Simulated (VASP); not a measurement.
Energy against volume of GaN (zinc blende). Computed with PBE GGA with D3 dispersion (Becke-Johnson damping), VASP's PBE PAW potentials (set 64) (plane waves; VASP).

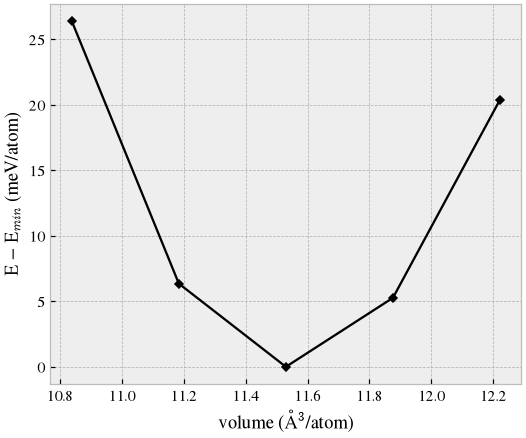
Figure. Energy against volume

Estimate the equilibrium volume and the bulk modulus.

The minimum lies near 11.5 Å³/atom, and the curvature gives B0 of about 180 GPa.

Measured: a 4.500 Å at 300 K (computed value off by +0.4 %), as given by I. Vurgaftman et al., Journal of Applied Physics (2001), doi:10.1063/1.1368156. The calculation is for a static lattice, while the measured a holds thermal and zero-point effects, which are part of the difference.

The compound is GaN in the zinc blende structure, a metastable form; wurtzite is the usual one. It was relaxed first.
